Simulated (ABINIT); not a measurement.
# A GW chain in ABINIT: GaN (P6_3mc), part 2 of 3

Wanted: ground state, empty states, screening and self-energy for GaN (P6_3mc).

ABINIT 10.8.3; PBE and many-body steps on it, plane waves. Known limits of the many-body steps: not at the basis limit; no spin-orbit coupling; coarse k mesh.

So far. Step 2 (Ground state): The gap is direct, at Γ.

The database entry behind the starting cell differs from later determinations by our own check (about 0.3 % short, ideal inner coordinate), so it need not match the best structure at ambient conditions.

**3. Bands along the symmetry lines**

Level of this step: DFT, PBE, plane waves, norm-conserving pseudopotentials (ABINIT).

The cheap functional maps the bands first; the places of the edges decide which points the dearer methods must see.

Contents of run.abi:

```
acell 3*1.0 Angstrom
rprim 
  3.179999999980 0.000000000005 0.000000000000
  -1.589999999994 2.753960784015 0.000000000000
  0.000000000000 0.000000000000 5.166000000000
ntypat 2
znucl 31 7
natom 4
typat 1 1 2 2
xred 
  0.333333333333 0.666666666667 0.000000000000
  0.666666666667 0.333333333333 0.500000000000
  0.333333333333 0.666666666667 0.375000000000
  0.666666666667 0.333333333333 0.875000000000
pp_dirpath "pseudos"
pseudos "Ga.upf, N.upf"
ecut 45
iscf -2
irdden 1
kptopt 0
nkpt 75
kpt 
  0.00000000 0.00000000 0.00000000
  0.06250000 0.00000000 0.00000000
  0.12500000 0.00000000 0.00000000
  0.18750000 0.00000000 0.00000000
  0.25000000 0.00000000 0.00000000
  0.31250000 0.00000000 0.00000000
  0.37500000 0.00000000 0.00000000
  0.43750000 0.00000000 0.00000000
  0.50000000 0.00000000 0.00000000
  0.47916667 0.04166667 0.00000000
  0.45833333 0.08333333 0.00000000
  0.43750000 0.12500000 0.00000000
  0.41666666 0.16666666 0.00000000
  0.39583333 0.20833333 0.00000000
  0.37500000 0.25000000 0.00000000
  0.35416666 0.29166666 0.00000000
  0.33333333 0.33333333 0.00000000
  0.29166666 0.29166666 0.00000000
  0.25000000 0.25000000 0.00000000
  0.20833333 0.20833333 0.00000000
  0.16666666 0.16666666 0.00000000
  0.12500000 0.12500000 0.00000000
  0.08333333 0.08333333 0.00000000
  0.04166667 0.04166667 0.00000000
  0.00000000 0.00000000 0.00000000
  0.00000000 0.00000000 0.06250000
  0.00000000 0.00000000 0.12500000
  0.00000000 0.00000000 0.18750000
  0.00000000 0.00000000 0.25000000
  0.00000000 0.00000000 0.31250000
  0.00000000 0.00000000 0.37500000
  0.00000000 0.00000000 0.43750000
  0.00000000 0.00000000 0.50000000
  0.06250000 0.00000000 0.50000000
  0.12500000 0.00000000 0.50000000
  0.18750000 0.00000000 0.50000000
  0.25000000 0.00000000 0.50000000
  0.31250000 0.00000000 0.50000000
  0.37500000 0.00000000 0.50000000
  0.43750000 0.00000000 0.50000000
  0.50000000 0.00000000 0.50000000
  0.47916667 0.04166667 0.50000000
  0.45833333 0.08333333 0.50000000
  0.43750000 0.12500000 0.50000000
  0.41666666 0.16666666 0.50000000
  0.39583333 0.20833333 0.50000000
  0.37500000 0.25000000 0.50000000
  0.35416666 0.29166666 0.50000000
  0.33333333 0.33333333 0.50000000
  0.29166666 0.29166666 0.50000000
  0.25000000 0.25000000 0.50000000
  0.20833333 0.20833333 0.50000000
  0.16666666 0.16666666 0.50000000
  0.12500000 0.12500000 0.50000000
  0.08333333 0.08333333 0.50000000
  0.04166667 0.04166667 0.50000000
  0.00000000 0.00000000 0.50000000
  0.50000000 0.00000000 0.50000000
  0.50000000 0.00000000 0.43750000
  0.50000000 0.00000000 0.37500000
  0.50000000 0.00000000 0.31250000
  0.50000000 0.00000000 0.25000000
  0.50000000 0.00000000 0.18750000
  0.50000000 0.00000000 0.12500000
  0.50000000 0.00000000 0.06250000
  0.50000000 -0.00000000 0.00000000
  0.33333333 0.33333333 0.50000000
  0.33333333 0.33333333 0.43750000
  0.33333333 0.33333333 0.37500000
  0.33333333 0.33333333 0.31250000
  0.33333333 0.33333333 0.25000000
  0.33333333 0.33333333 0.18750000
  0.33333333 0.33333333 0.12500000
  0.33333333 0.33333333 0.06250000
  0.33333333 0.33333333 0.00000000
istwfk *1
nband 33
nbdbuf 2
tolwfr 1e-08
nstep 40
prtwf 0
prtvol 0
indata_prefix "in"
outdata_prefix "out"
tmpdata_prefix "tmp"
```

Launch:

```
$ OMP_NUM_THREADS=1 mpirun -n 8 abinit run.abi > log
```

Numbers of over 12 decimals in the logs are rounded to 6 here.

Output:

```text
.Version 10.8.3 of ABINIT. v10.8.2 released Aug 2026.

 Symmetries : space group P6_3 m c (#186); Bravais hP (primitive hexag.)
[... echo of the input left out ...]
== DATASET  1 ==================================================================
-   mpi_nproc: 8, omp_nthreads: 1 (-1 if OMP is not activated)

--- !DatasetInfo
iteration_state: {dtset: 1, }
dimensions: {natom: 4, nkpt: 75, mband: 33, nsppol: 1, nspinor: 1, nspden: 1, mpw: 4434, }
cutoff_energies: {ecut:  45.0, pawecutdg:  -1.0, }
electrons: {nelect:   5.20000000E+01, charge:   0.00000000E+00, occopt:   1.00000000E+00, tsmear:   1.00000000E-02, }

 Real(R)+Recip(G) space primitive vectors, cartesian coordinates (Bohr,Bohr^-1):
 R(1)=  6.0093291  0.0000000  0.0000000  G(1)=  0.1664079  0.0960757  0.0000000
 R(2)= -3.0046645  5.2042316  0.0000000  G(2)=  0.0000000  0.1921513  0.0000000
 R(3)=  0.0000000  0.0000000  9.7623252  G(3)=  0.0000000  0.0000000  0.1024346
 Unit cell volume ucvol=  3.0530638E+02 bohr^3
 Angles (23,13,12)=  9.00000000E+01  9.00000000E+01  1.20000000E+02 degrees

 getcut: wavevector=  0.0000  0.0000  0.0000  ngfft=  40  40  60
         ecut(hartree)=     45.000   => boxcut(ratio)=   2.03529

--- Pseudopotential description ------------------------------------------------
- Ga Generated using ONCVPSP code by D. R. Hamann
- 31.00000  21.00000  171031                  znucl, zion, pspdat
12 -101130 2 -1 1902                          pspcod,pspxc,lmax,lloc,mmax
     nproj     2     2     2
  pspatm : epsatm=   21.85474337
         --- l  ekb(1:nproj) -->
             0    4.962806   -1.220223
             1   -5.679278   -1.350476
             2  -10.596651   -3.839775
 pspatm: atomic psp has been read  and splines computed

- N Generated using ONCVPSP code by D. R. Hamann
-  7.00000   5.00000  171031                  znucl, zion, pspdat
12 -101130 1 -1 1058                          pspcod,pspxc,lmax,lloc,mmax
     nproj     2     2     0
  pspatm : epsatm=    5.20977870
         --- l  ekb(1:nproj) -->
[...]
pspatm: atomic psp has been read  and splines computed

--------------------------------------------------------------------------------

================================================================================
 prteigrs : about to open file out_EIG
 Non-SCF case, kpt    1 (  0.00000  0.00000  0.00000), residuals and eigenvalues=
  7.26E-09  4.94E-09  6.34E-09  1.82E-09  6.01E-09  4.34E-09  4.20E-09  2.02E-09
  6.10E-09  3.39E-09  8.59E-09  7.05E-09  8.07E-09  5.05E-09  7.98E-09  9.91E-09
  7.86E-09  5.16E-09  8.89E-09  4.14E-09  5.24E-09  4.88E-09  7.62E-09  9.58E-09
[...]
7.94E-09
 -4.9708E+00 -4.9708E+00 -3.1581E+00 -3.1580E+00 -3.1580E+00 -3.1580E+00
 -3.1580E+00 -3.1579E+00 -3.3112E-01 -2.9782E-01 -2.4001E-01 -2.3911E-01
 -2.3911E-01 -2.3703E-01 -2.3703E-01 -2.3002E-01 -2.3002E-01 -2.2652E-01
[...]
3.92E-06
[...]
Non-SCF case, kpt   74 (  0.33333  0.33333  0.06250), residuals and eigenvalues=
[...]
Non-SCF case, kpt   75 (  0.33333  0.33333  0.00000), residuals and eigenvalues=
[...]
-1.6326E-01 -1.6326E-01  6.1931E-02  6.1931E-02  6.2753E-02  1.4698E-01
  1.4698E-01  1.5893E-01  4.4809E-01  5.4829E-01  5.4829E-01  5.6881E-01
[...]
--- !ResultsGS
iteration_state: {dtset: 1, }
comment   : Summary of ground state results
lattice_vectors:
- [  6.0093291,   0.0000000,   0.0000000, ]
- [ -3.0046645,   5.2042316,   0.0000000, ]
- [  0.0000000,   0.0000000,   9.7623252, ]
lattice_lengths: [   6.00933,    6.00933,    9.76233, ]
lattice_angles: [ 90.000,  90.000, 120.000, ] # degrees, (23, 13, 12)
lattice_volume:   3.0530638E+02
convergence: {deltae:  0.000E+00, res2:  0.000E+00, residm:  9.994E-09, diffor:  0.000E+00, }
etotal    :  -5.17436413E+02
entropy   :   0.00000000E+00
fermie    :   2.58513345E-01
cartesian_stress_tensor: null
pressure_GPa: null
xred      :
- [  3.3333E-01,   6.6667E-01,   1.1102E-16, Ga]
- [  6.6667E-01,   3.3333E-01,   5.0000E-01, Ga]
- [  3.3333E-01,   6.6667E-01,   3.7500E-01,  N]
- [  6.6667E-01,   3.3333E-01,   8.7500E-01,  N]
cartesian_forces: null
force_length_stats: {min: null, max: null, mean: null, }

 Integrated electronic density in atomic spheres:
 ------------------------------------------------
 Atom  Sphere_radius  Integrated_density
[...]
================================================================================

 ----iterations are completed or convergence reached----

 Mean square residual over all n,k,spin=   51.421E-10; max=  99.940E-10
 reduced coordinates (array xred) for    4 atoms
[...]
0.333333333333      0.666666666667      0.375000000000
       0.666666666667      0.333333333333      0.875000000000

 cartesian coordinates (angstrom) at end:
    1     -2.67e-12     1.835974     0.000000
    2      1.590000     0.917987     2.583000
    3     -2.67e-12     1.835974     1.937250
    4      1.590000     0.917987     4.520250
 length scales=  1.889726125908  1.889726125908  1.889726125908 bohr
              =  1.000000000000  1.000000000000  1.000000000000 angstroms
 prteigrs : about to open file out_EIG
 Eigenvalues (hartree) for nkpt=  75  k points:
 kpt#   1, nband= 33, wtk=  1.00000, kpt=  0.0000  0.0000  0.0000 (reduced coord)
[...]
kpt#   2, nband= 33, wtk=  1.00000, kpt=  0.0625  0.0000  0.0000 (reduced coord)
[...]
kpt#   3, nband= 33, wtk=  1.00000, kpt=  0.1250  0.0000  0.0000 (reduced coord)
[...]
kpt#  74, nband= 33, wtk=  1.00000, kpt=  0.3333  0.3333  0.0625 (reduced coord)
[...]
0.72902
 kpt#  75, nband= 33, wtk=  1.00000, kpt=  0.3333  0.3333  0.0000 (reduced coord)
[...]
-0.22908   -0.22739   -0.16326   -0.16326    0.06193    0.06193    0.06275    0.14698
   0.14698    0.15893    0.44809    0.54829    0.54829    0.56881    0.62397    0.62397
   0.72500

== END DATASET(S) ==============================================================
================================================================================

 -outvars: echo values of variables after computation  --------
            nband          33
             nkpt          75
          spgroup         186
 [... the other variables as echoed above ...]

 Calculation completed.
```

The job ended after 30 s (8 MPI ranks of Arm Neoverse V1, shared host; peak memory 0.67 GiB).

Numbers from this step:

```yaml
gap: 1.995 eV
k_of_the_valence_top: 0, 0, 0
k_of_the_conduction_bottom: 0, 0, 0
least_direct_gap: 1.995 eV
```

The gap is 1.995 eV, as in the run before at this level.

The electronic bands at the labelled points (eV, zero at the top of the highest filled band):

```
    point  band 23  band 24  band 25  band 26  band 27  band 28  band 29  band 30
        Γ    -1.06    -0.06     0.00     0.00     1.99     4.33     9.26     9.97
        M    -4.27    -2.77    -2.26    -0.99     5.11     5.63     6.09     8.68
        K    -5.33    -3.03    -3.03    -2.71     5.16     7.89     7.89     8.44
        Γ    -1.06    -0.06     0.00     0.00     1.99     4.33     9.26     9.97
        A    -0.54    -0.54    -0.54    -0.54     4.31     4.31     8.57     8.57
        L    -1.95    -1.95    -1.92    -1.92     4.45     4.45     7.87     7.87
        H    -4.22    -4.22    -1.50    -1.50     6.52     6.52     7.35     7.35
        A    -0.54    -0.54    -0.54    -0.54     4.31     4.31     8.57     8.57
jump to L    -1.95    -1.95    -1.92    -1.92     4.45     4.45     7.87     7.87
        M    -4.27    -2.77    -2.26    -0.99     5.11     5.63     6.09     8.68
jump to H    -4.22    -4.22    -1.50    -1.50     6.52     6.52     7.35     7.35
        K    -5.33    -3.03    -3.03    -2.71     5.16     7.89     7.89     8.44
```

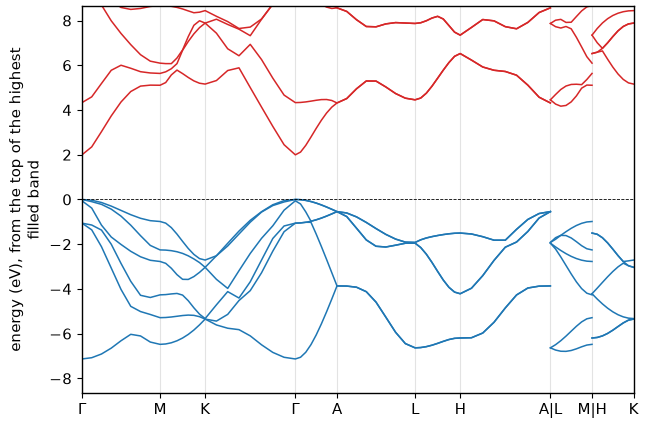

Electronic bands along the path; lines of filled and empty bands in two colours.

**4. Empty states on the mesh, 3×3×2 mesh, 66 bands**

The sums over transitions need many empty states on a uniform mesh; this step solves for them.

Contents of run.abi:

```
acell 3*1.0 Angstrom
rprim 
  3.179999999980 0.000000000005 0.000000000000
  -1.589999999994 2.753960784015 0.000000000000
  0.000000000000 0.000000000000 5.166000000000
ntypat 2
znucl 31 7
natom 4
typat 1 1 2 2
xred 
  0.333333333333 0.666666666667 0.000000000000
  0.666666666667 0.333333333333 0.500000000000
  0.333333333333 0.666666666667 0.375000000000
  0.666666666667 0.333333333333 0.875000000000
pp_dirpath "pseudos"
pseudos "Ga.upf, N.upf"
ecut 45
ngkpt 3 3 2
nshiftk 1
shiftk 0 0 0
kptopt 1
chksymbreak 0
iscf -2
irdden 1
istwfk *1
nband 66
nbdbuf 6
tolwfr 1e-09
nstep 60
prtvol 0
indata_prefix "in"
outdata_prefix "out"
tmpdata_prefix "tmp"
```

Output:

```text
.Version 10.8.3 of ABINIT. v10.8.2 released Aug 2026.

 Symmetries : space group P6_3 m c (#186); Bravais hP (primitive hexag.)
[... echo of the input left out ...]
== DATASET  1 ==================================================================
-   mpi_nproc: 8, omp_nthreads: 1 (-1 if OMP is not activated)
-    --> not optimal distribution: autoparal keyword recommended in input file <--

--- !DatasetInfo
iteration_state: {dtset: 1, }
dimensions: {natom: 4, nkpt: 6, mband: 66, nsppol: 1, nspinor: 1, nspden: 1, mpw: 4419, }
cutoff_energies: {ecut:  45.0, pawecutdg:  -1.0, }
electrons: {nelect:   5.20000000E+01, charge:   0.00000000E+00, occopt:   1.00000000E+00, tsmear:   1.00000000E-02, }

 Real(R)+Recip(G) space primitive vectors, cartesian coordinates (Bohr,Bohr^-1):
 R(1)=  6.0093291  0.0000000  0.0000000  G(1)=  0.1664079  0.0960757  0.0000000
 R(2)= -3.0046645  5.2042316  0.0000000  G(2)=  0.0000000  0.1921513  0.0000000
 R(3)=  0.0000000  0.0000000  9.7623252  G(3)=  0.0000000  0.0000000  0.1024346
 Unit cell volume ucvol=  3.0530638E+02 bohr^3
 Angles (23,13,12)=  9.00000000E+01  9.00000000E+01  1.20000000E+02 degrees

 getcut: wavevector=  0.0000  0.0000  0.0000  ngfft=  40  40  60
         ecut(hartree)=     45.000   => boxcut(ratio)=   2.03529

--- Pseudopotential description ------------------------------------------------
- Ga Generated using ONCVPSP code by D. R. Hamann
- 31.00000  21.00000  171031                  znucl, zion, pspdat
12 -101130 2 -1 1902                          pspcod,pspxc,lmax,lloc,mmax
     nproj     2     2     2
  pspatm : epsatm=   21.85474337
         --- l  ekb(1:nproj) -->
             0    4.962806   -1.220223
             1   -5.679278   -1.350476
             2  -10.596651   -3.839775
 pspatm: atomic psp has been read  and splines computed

- N Generated using ONCVPSP code by D. R. Hamann
-  7.00000   5.00000  171031                  znucl, zion, pspdat
12 -101130 1 -1 1058                          pspcod,pspxc,lmax,lloc,mmax
     nproj     2     2     0
  pspatm : epsatm=    5.20977870
         --- l  ekb(1:nproj) -->
[...]
pspatm: atomic psp has been read  and splines computed

--------------------------------------------------------------------------------

================================================================================
 prteigrs : about to open file out_EIG
 Non-SCF case, kpt    1 (  0.00000  0.00000  0.00000), residuals and eigenvalues=
  3.11E-10  4.19E-10  6.06E-10  7.62E-10  6.26E-10  6.65E-10  5.81E-10  3.73E-10
  2.67E-10  1.87E-10  2.09E-10  2.11E-10  1.64E-10  8.40E-10  2.23E-10  8.41E-10
  3.25E-10  3.15E-10  2.78E-10  8.38E-10  5.29E-10  3.25E-10  4.80E-10  1.81E-10
[...]
3.38E-05  1.82E-04
 -4.9708E+00 -4.9708E+00 -3.1581E+00 -3.1580E+00 -3.1580E+00 -3.1580E+00
 -3.1580E+00 -3.1579E+00 -3.3112E-01 -2.9782E-01 -2.4001E-01 -2.3911E-01
 -2.3911E-01 -2.3703E-01 -2.3703E-01 -2.3002E-01 -2.3002E-01 -2.2652E-01
[...]
1.6075E+00  1.6778E+00  1.6778E+00  1.6834E+00  1.7900E+00  1.7969E+00
  1.9355E+00  1.9960E+00  1.9960E+00  2.0395E+00  2.0965E+00  2.0979E+00
 prteigrs : prtvol=0 or 1, do not print more k-points.

--- !ResultsGS
iteration_state: {dtset: 1, }
comment   : Summary of ground state results
lattice_vectors:
- [  6.0093291,   0.0000000,   0.0000000, ]
- [ -3.0046645,   5.2042316,   0.0000000, ]
- [  0.0000000,   0.0000000,   9.7623252, ]
lattice_lengths: [   6.00933,    6.00933,    9.76233, ]
lattice_angles: [ 90.000,  90.000, 120.000, ] # degrees, (23, 13, 12)
lattice_volume:   3.0530638E+02
convergence: {deltae:  0.000E+00, res2:  0.000E+00, residm:  9.988E-10, diffor:  0.000E+00, }
etotal    :  -5.17436413E+02
entropy   :   0.00000000E+00
fermie    :   2.58513345E-01
cartesian_stress_tensor: null
pressure_GPa: null
xred      :
- [  3.3333E-01,   6.6667E-01,   1.1102E-16, Ga]
- [  6.6667E-01,   3.3333E-01,   5.0000E-01, Ga]
- [  3.3333E-01,   6.6667E-01,   3.7500E-01,  N]
- [  6.6667E-01,   3.3333E-01,   8.7500E-01,  N]
cartesian_forces: null
force_length_stats: {min: null, max: null, mean: null, }

 Integrated electronic density in atomic spheres:
 ------------------------------------------------
 Atom  Sphere_radius  Integrated_density
[...]
================================================================================

 ----iterations are completed or convergence reached----

 Mean square residual over all n,k,spin=   44.260E-11; max=  99.879E-11
 reduced coordinates (array xred) for    4 atoms
[...]
0.333333333333      0.666666666667      0.375000000000
       0.666666666667      0.333333333333      0.875000000000

 cartesian coordinates (angstrom) at end:
    1     -2.67e-12     1.835974     0.000000
    2      1.590000     0.917987     2.583000
    3     -2.67e-12     1.835974     1.937250
    4      1.590000     0.917987     4.520250
 length scales=  1.889726125908  1.889726125908  1.889726125908 bohr
              =  1.000000000000  1.000000000000  1.000000000000 angstroms
 prteigrs : about to open file out_EIG
 Eigenvalues (hartree) for nkpt=   6  k points:
 kpt#   1, nband= 66, wtk=  0.05556, kpt=  0.0000  0.0000  0.0000 (reduced coord)
[...]
1.33002    1.33807    1.46877    1.46877    1.53399    1.60751    1.60751    1.67783
   1.67783    1.68342    1.78998    1.79694    1.93551    1.99602    1.99603    2.03946
   2.09650    2.09792
 prteigrs : prtvol=0 or 1, do not print more k-points.

== END DATASET(S) ==============================================================
================================================================================

 -outvars: echo values of variables after computation  --------
            nband          66
             nkpt           6
          spgroup         186
 [... the other variables as echoed above ...]

 Calculation completed.
```

Run time: 9 s. Hardware: 8 MPI ranks; peak memory 0.53 GiB; 71 s of CPU time.

This step gave:

```yaml
gap: 1.995 eV
k_of_the_valence_top: 0, 0, 0
k_of_the_conduction_bottom: 0, 0, 0
least_direct_gap: 1.995 eV
k_points_computed: 6
lowest_point_of_the_top_converged_band_above_the_valence_top: 39.26 eV
```

On this mesh the gap is 1.995 eV.

[end of part 2 of 3]

[Paths, hosts, dates, memory and timing lines, banners, echoed tables and standing remarks are left out of the program output.]

[Logs are printed without paths, hosts, clocks, repeated set-up lines and the standing remarks that a program may print on its own settings, such as how far it seeks lower states.]

[Runs of the session that timed out or met a known fault of the program may be left out.]

[Hosts, paths, dates, database ids (printed as entryN), source tags and the programs' standing remarks are cut or masked in the printed files.]

[G0W0 gaps are taken among the corrected bands and points alone; a level outside them can change the order at an edge.]

[Where Ansatz stands beside ABINIT at settings called matched, ABINIT's density can come from a denser mesh and the files from another edition; pairs whose starting gaps differed by over 0.03 eV were left out, so agreement reads better than it is.]
